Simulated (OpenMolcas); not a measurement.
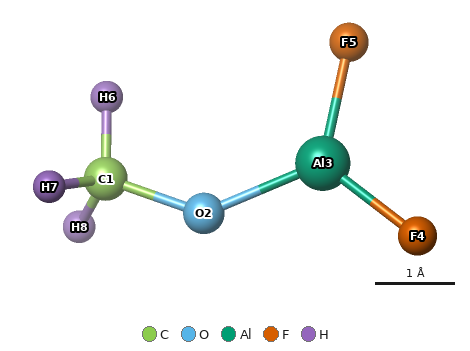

*The structure as given in the input (ball-and-stick view, seen at a tilt; atoms are numbered from 1 in the order of the input). Sticks mark near contacts.*

# Single-point calculation of CH3AlF2O (part 1 of 2)

The run: single-point calculation of CH3AlF2O, SMILES C[O][Al]([F])[F]. Method and program: HF/ANO-RCC-MB, RHF, DKH2 (OpenMolcas 26.06).

The geometry comes from this level: PBE0-D4/def2-TZVP.

### The input
```
* CH3AlF2O Hartree-Fock
>>> EXPORT MOLCAS_PRINT=2

&GATEWAY
 Coord=input.xyz
 Basis=ANO-RCC-MB
 Group=NoSym

&SEWARD

&SCF
 PrOrbitals=0

&LOCALISATION
 Occupied
 Freeze
 Pipek-Mezey

&LOCALISATION
 FileOrb=$Project.LocOrb
 Virtual
 Pipek-Mezey
```

### File input.xyz
```
8

C     -0.239000     0.900700     0.881500
O     -0.459800    -0.316300     0.222600
Al     0.227600    -1.156300    -1.035300
F     -0.392600    -2.602700    -1.474500
F      1.520300    -0.581200    -1.861800
H      0.609600     1.454200     0.465200
H     -0.042800     0.715700     1.941600
H     -1.131100     1.528900     0.804800
```

Launched with:
```bash
export MOLCAS_MEM=1860
pymolcas step1.inp > step1.log
```

### What the program printed
```
--- Start Module: gateway ---

                                              &GATEWAY

                       available to each process: 1.9 GB of memory, 1 thread

++    Symmetry information:
      ---------------------

                    Character Table for C1

                             E
                    a        1  x, y, xy, Rz, z, xz, Ry, yz, Rx, I
--

++    Basis set information:
      ----------------------

      Basis set label: C.ANO-RCC...2S1P.

      Electronic valence basis set:
      ------------------
      Associated Effective Charge   6.000000 au
      Associated Actual Charge      6.000000 au
      Nuclear Model: Point charge

      Shell  nPrim  nBasis  Cartesian Spherical Contaminant
         s      14       2        X
         p       9       1        X

      Basis set label: O.ANO-RCC...2S1P.

      Electronic valence basis set:
      ------------------
      Associated Effective Charge   8.000000 au
      Associated Actual Charge      8.000000 au
      Nuclear Model: Point charge

      Shell  nPrim  nBasis  Cartesian Spherical Contaminant
         s      14       2        X
         p       9       1        X

      Basis set label: AL.ANO-RCC...3S2P.

      Electronic valence basis set:
      ------------------
      Associated Effective Charge  13.000000 au
      Associated Actual Charge     13.000000 au
      Nuclear Model: Point charge

      Shell  nPrim  nBasis  Cartesian Spherical Contaminant
         s      17       3        X
         p      12       2        X

      Basis set label: F.ANO-RCC...2S1P.

      Electronic valence basis set:
      ------------------
      Associated Effective Charge   9.000000 au
      Associated Actual Charge      9.000000 au
      Nuclear Model: Point charge

      Shell  nPrim  nBasis  Cartesian Spherical Contaminant
         s      14       2        X
         p       9       1        X

      Basis set label: H.ANO-RCC...1S.

      Electronic valence basis set:
      ------------------
      Associated Effective Charge   1.000000 au
      Associated Actual Charge      1.000000 au
      Nuclear Model: Point charge

      Shell  nPrim  nBasis  Cartesian Spherical Contaminant
         s       8       1        X
--

++    Molecular structure info:
      -------------------------

                    ************************************************
                    **** Cartesian Coordinates / bohr, angstrom ****
                    ************************************************

     Center  Label                x              y              z                     x              y              z
        1      C1              -0.451645       1.702076       1.665794             -0.239000       0.900700       0.881500
        2      O2              -0.868896      -0.597720       0.420653             -0.459800      -0.316300       0.222600
        3      AL3              0.430102      -2.185090      -1.956433              0.227600      -1.156300      -1.035300
        4      F4              -0.741906      -4.918390      -2.786401             -0.392600      -2.602700      -1.474500
        5      F5               2.872951      -1.098309      -3.518292              1.520300      -0.581200      -1.861800
        6      H6               1.151977       2.748040       0.879101              0.609600       1.454200       0.465200
        7      H7              -0.080880       1.352477       3.669092             -0.042800       0.715700       1.941600
        8      H8              -2.137469       2.889202       1.520852             -1.131100       1.528900       0.804800

                    ***************************************
                    *    InterNuclear Distances / bohr    *
                    ***************************************

               1 C1            2 O2            3 AL3           4 F4            5 F5            6 H6
    1 C1       0.000000
    2 O2       2.648309        0.000000
    3 AL3      5.385914        3.139694        0.000000
    4 F4       7.983537        5.382333        3.087617        0.000000
    5 F5       6.765341        5.455941        3.096451        5.309979        0.000000
    6 H6       2.069910        3.935507        5.735602        8.706138        6.090420        0.000000
    7 H7       2.067097        3.869961        6.664985        9.024086        8.148004        3.354338
    8 H8       2.066950        3.870187        6.665762        9.025437        8.148467        3.354434

               7 H7            8 H8
    7 H7       0.000000
    8 H8       3.347539        0.000000

                    *******************************************
                    *    InterNuclear Distances / angstrom    *
                    *******************************************

               1 C1            2 O2            3 AL3           4 F4            5 F5            6 H6
    1 C1       0.000000
    2 O2       1.401425        0.000000
    3 AL3      2.850103        1.661455        0.000000
    4 F4       4.224706        2.848208        1.633896        0.000000
    5 F5       3.580064        2.887160        1.638571        2.809920        0.000000
    6 H6       1.095349        2.082580        3.035150        4.607090        3.222911        0.000000
    7 H7       1.093861        2.047895        3.526958        4.775341        4.311738        1.775039
    8 H8       1.093783        2.048015        3.527369        4.776056        4.311983        1.775090

               7 H7            8 H8
    7 H7       0.000000
    8 H8       1.771442        0.000000

                    **************************************
                    *    Valence Bond Angles / degree    *
                    **************************************
                          Atom centers                 Phi
                      2 O2       1 C1       6 H6       112.47
                      2 O2       1 C1       7 H7       109.70
                      2 O2       1 C1       8 H8       109.71
                      6 H6       1 C1       7 H7       108.35
                      6 H6       1 C1       8 H8       108.36
                      7 H7       1 C1       8 H8       108.14
--

            Nuclear Potential Energy            226.63205664 au

--- Stop Module: gateway /rc=_RC_ALL_IS_WELL_ ---

--- Start Module: seward ---

                                              &SEWARD

                       available to each process: 1.9 GB of memory, 1 thread

               SEWARD will generate:
                  Multipole Moment integrals up to order  2
                  Kinetic Energy integrals
                  Nuclear Attraction integrals (point charge)
                  One-Electron Hamiltonian integrals
                  Velocity integrals
                  Relativistic Douglas-Kroll-Hess integrals:
                    - Parametrization         : EXP
                    - DKH order of Hamiltonian: 2
                    - DKH order of Properties : 0
                         - multipole moment operators
                         - electric potential operators
                         - contact operators
                  Orbital angular momentum around (  0.3302  -1.6183  -1.4556 )
                  Velocity quadrupole around (  0.3302  -1.6183  -1.4556 )
                  Atomic mean-field integrals
                  Two-Electron Repulsion integrals

                   Integrals are discarded if absolute value <: 1.00E-14
                   Integral cutoff threshold is set to       <: 1.00E-16

            Nuclear Potential Energy            226.63205664 au

      Basis set specifications :
      Symmetry species         a
      Basis functions           32

--- Stop Module: seward /rc=_RC_ALL_IS_WELL_ ---
--- Module seward spent 2 seconds ---

--- Start Module: scf ---

                                                &SCF

                       available to each process: 1.9 GB of memory, 1 thread

++    Input section:
      --------------

      Header of the integral files:

      Cartesian coordinates in angstrom:
      -----------------------------------------------------
      No.  Label        X            Y            Z
      -----------------------------------------------------
       1   C1        -0.23900000   0.90070000   0.88150000
       2   O2        -0.45980000  -0.31630000   0.22260000
       3   AL3        0.22760000  -1.15630000  -1.03530000
       4   F4        -0.39260000  -2.60270000  -1.47450000
       5   F5         1.52030000  -0.58120000  -1.86180000
       6   H6         0.60960000   1.45420000   0.46520000
       7   H7        -0.04280000   0.71570000   1.94160000
       8   H8        -1.13110000   1.52890000   0.80480000
      -----------------------------------------------------
      Nuclear repulsion energy =  226.63205664
--

++    Orbital specifications:
      -----------------------

      Symmetry species               1
                                     a
      Frozen orbitals                0
      Occupied orbitals             24
      Secondary orbitals             8
      Deleted orbitals               0
      Total number of orbitals      32
      Number of basis functions     32
--

      Molecular charge                           0.000

++    Optimization specifications:
      ----------------------------

      SCF Algorithm: Conventional
      Minimized density differences are used
      Number of density matrices in core                 5
      Maximum number of NDDO SCF iterations            400
      Maximum number of HF SCF iterations              400
      Threshold for SCF energy change             1.00E-09
      Threshold for density matrix                1.00E-04
      Threshold for Fock matrix                   1.50E-04
      Threshold for linear dependence             1.00E-09
      Threshold at which DIIS is turned on        1.50E-01
      Maximum depth in the DIIS procedure                5
      Maximum depth in the BFGS Hessian update          30
      Threshold at which QNR/C2DIIS is turned on  7.50E-02
      Threshold for Norm(delta) (QNR/C2DIIS)      1.00E-03
      All orbitals punched on: SCFORB
--

      Input vectors read from INPORB
      Orbital file label: *Guess orbitals

++ Convergence information
                                   SCF        iterations: Energy and convergence statistics

Iter     Tot. SCF        One-elec.       Two-elec.     Energy      Max Dij or  Max Fij      DNorm      TNorm      AccCon     Time
         Energy          Energy          Energy        Change      Delta Norm                                                in Sec.
   1  -555.782742981 -1225.472975219   443.058175599   0.00E+00    1.75E-01*   1.59E-01*    9.56E+00   1.05E+02   None         0.
   2  -555.914494863 -1225.121190911   442.574639409  -1.32E-01*   4.07E-02*   3.40E-02*    1.29E+00   1.05E+02   EDIIS        0.
   3  -555.922314279 -1225.329780505   442.775409588  -7.82E-03*   1.67E-02*   7.20E-03*    3.06E-01   1.05E+02   c2DIIS       0.
   4  -555.923120707 -1225.241536658   442.686359312  -8.06E-04*   7.14E-03*   3.27E-03*    7.36E-02   1.05E+02   QNRc2DIIS    0.
   5  -555.923219550 -1225.281067515   442.725791326  -9.88E-05*   3.00E-03*   9.24E-04*    1.92E-02   1.05E+02   QNRc2DIIS    0.
   6  -555.923237477 -1225.272316440   442.717022325  -1.79E-05*   8.11E-04    2.07E-04*    2.90E-03   1.05E+02   QNRc2DIIS    0.
   7  -555.923238347 -1225.271649420   442.716354435  -8.70E-07*   1.86E-04    4.91E-05     5.36E-04   1.05E+02   QNRc2DIIS    0.
   8  -555.923238391 -1225.271682905   442.716387876  -4.40E-08*   2.12E-05    6.03E-06     1.14E-04   1.05E+02   QNRc2DIIS    0.
   9  -555.923238391 -1225.271767741   442.716472711  -8.05E-10    9.51E-06    1.94E-06     2.11E-05   1.05E+02   QNRc2DIIS    0.

       Convergence after   9 Iterations
--

 *****************************************************************************************************************************
 *                                             SCF/KS-DFT Program, Final results                                             *
 *                                                       Final Results                                                       *
 *****************************************************************************************************************************

::    Total SCF energy                               -555.9232383914
      One-electron energy                           -1225.2717677414
      Two-electron energy                             442.7164727114
      Nuclear repulsion energy                        226.6320566387
      Kinetic energy (interpolated)                   563.8709660775
      Virial theorem                                    0.9859050596
      Total spin, S(S+1)                                0.0000000000
      Total spin, S                                     0.0000000000
      Max non-diagonal density matrix element           0.0000097127
      Max non-diagonal Fock matrix element              0.0000011419

      No orbitals printed

++    Molecular charges:
      ------------------

      Mulliken charges per centre
      ---------------------------

                C1      O2      AL3     F4      F5      H6      H7      H8
      Total    6.3037  8.7769 11.0401  9.6746  9.6756  0.8562  0.8364  0.8364
```
